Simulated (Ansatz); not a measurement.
# BH3N (SMILES B[NH]) at UCCSDT/STO-3G

What is the vertical doublet–quartet gap of BH3N at UCCSDT/STO-3G? 

Program for the calculation: Ansatz 0.2.0.

## Step 1: The system as given

BH3N has 5 atoms, charge 0, and is taken as a doublet. SMILES: `B[NH]`. The coordinates come from a PBE0-D4/def2-TZVP relaxation.

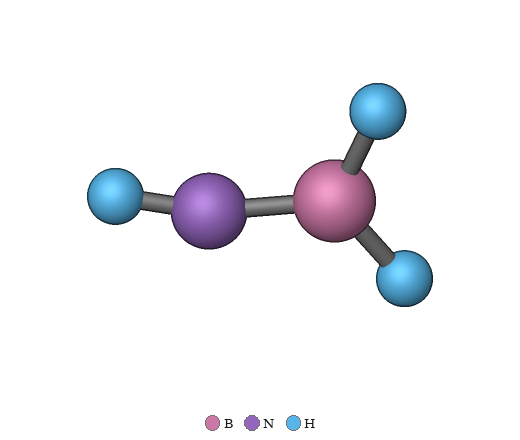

The structure, seen from a chosen angle (boron pink, nitrogen purple, hydrogen blue).

## Step 2: The energy at UCCSDT/STO-3G

The input, input.yaml:

```yaml
crystal:
  periodic: [false, false, false]
  atoms:
    - symbol: B
      position_ang: [-0.310800, -0.370100, -0.091600]
    - symbol: N
      position_ang: [0.531200, 0.655200, -0.019800]
    - symbol: H
      position_ang: [-0.414800, -1.107400, 0.862500]
    - symbol: H
      position_ang: [-0.964100, -0.573100, -1.081900]
    - symbol: H
      position_ang: [1.208400, 1.321700, 0.289300]
basis:
  gaussian: {orbitals: STO-3G}
magnetization: {spin_polarized: true, initial_magnetization: 1}
correlation: {method: ccsdt, frozen_orbitals: {B: 1, H: 0, "N": 1}}
accuracy: high
scf: {omitted_lower_state_checks: [cluster_reference, increment]}
```

Launch:

```console
$ ansatz run input.yaml --threads 1 --pin off --max-ram 2610MiB --events-out events.jsonl --progress --plain --runs-dir runs
```

Log (excerpt; [...] marks lines left out):

```text
Warning: RAYON_NUM_THREADS=1 ignored (pool sized by the plan → 1); use --threads N
Functional definition: HF
  name "HF"
[...]
207 factors; integrals over basis functions are off by at most 9.2e-9 eV
[...]
mean field -2171.78792033 eV, -79.8117339815 hartree, gradient 1.9e-8 eV, S^2 0.779272; 0 other end points of the search recorded, 0 dependent functions left out
2 core orbitals not correlated: weight in the atoms' cores, before any rotation towards them, 1.000 or more for the frozen orbitals, at most 0.000 for the correlated occupied ones
reference -2171.78792033 eV, -79.8117339815 hartree; 6, 5 occupied and 5, 6 virtual orbitals, 207 factors
second order -2.04354962 eV of doubles, -0.00000000 eV of singles
cycle   1  -2.46265962 eV  change   -4.2e-1 eV  update   7.7e-2
[...]
cycle  27  -2.94874351 eV  change   8.7e-10 eV  update  6.4e-10
Total energy: -2174.73666384 eV, -79.9200983068 hartree
Checks for a lower state left out: cluster_reference, increment
```

Run time: 0.5 s. Hardware: 1 thread of Arm Neoverse V1, shared host.

## Step 3: The quartet

The input, in.yaml:

```yaml
crystal:
  periodic: [false, false, false]
  atoms:
    - {symbol: B, position_ang: [-0.310800, -0.370100, -0.091600]}
    - {symbol: N, position_ang: [0.531200, 0.655200, -0.019800]}
    - {symbol: H, position_ang: [-0.414800, -1.107400, 0.862500]}
    - {symbol: H, position_ang: [-0.964100, -0.573100, -1.081900]}
    - {symbol: H, position_ang: [1.208400, 1.321700, 0.289300]}
basis:
  gaussian:
    orbitals: STO-3G
scf:
  omitted_lower_state_checks: [cluster_reference, increment]
magnetization:
  spin_polarized: true
  initial_magnetization: 3
correlation:
  method: ccsdt
  frozen_orbitals: {B: 1, H: 0, "N": 1}
accuracy: high
```

Launch:

```console
$ ansatz run in.yaml --threads 1 --pin off --max-ram 2610MiB --events-out events.jsonl --progress --plain --runs-dir runs
```

Log (excerpt; [...] marks lines left out):

```text
Warning: RAYON_NUM_THREADS=1 ignored (pool sized by the plan → 1); use --threads N
Functional definition: HF
  name "HF"
[...]
207 factors; integrals over basis functions are off by at most 9.2e-9 eV
[...]
mean field -2165.54532973 eV, -79.5823230082 hartree, gradient 2.2e-8 eV, S^2 3.770995; 0 other end points of the search recorded, 0 dependent functions left out
2 core orbitals not correlated: weight in the atoms' cores, before any rotation towards them, 1.000 or more for the frozen orbitals, at most 0.000 for the correlated occupied ones
reference -2165.54532973 eV, -79.5823230082 hartree; 7, 4 occupied and 4, 7 virtual orbitals, 207 factors
second order -1.38548418 eV of doubles, -0.00000000 eV of singles
cycle   1  -1.82167042 eV  change   -4.4e-1 eV  update   5.7e-2
[...]
cycle  25  -2.19333920 eV  change  -1.0e-10 eV  update  7.1e-10
Total energy: -2167.73866892 eV, -79.6629267369 hartree
Checks for a lower state left out: cluster_reference, increment
```

It took 0.46 s on 1 thread of Arm Neoverse V1, shared host.

## Step 4: Summary of results

At UCCSDT/STO-3G, 2 core orbitals frozen:

```
                                            quantity         value
                               doublet: total energy  -79.92010 Eh
doublet: correlation energy (2 core orbitals frozen)    -108.4 mEh
                                       doublet: ⟨S²⟩         0.779
                              doublet: T1 diagnostic         0.029
                               quartet: total energy  -79.66293 Eh
quartet: correlation energy (2 core orbitals frozen)     -80.6 mEh
                                       quartet: ⟨S²⟩         3.771
                              quartet: T1 diagnostic         0.018
    vertical energy of the quartet above the doublet      6.998 eV
```

In words: At this shape the quartet lies 7.00 eV (675 kJ/mol) above the doublet.
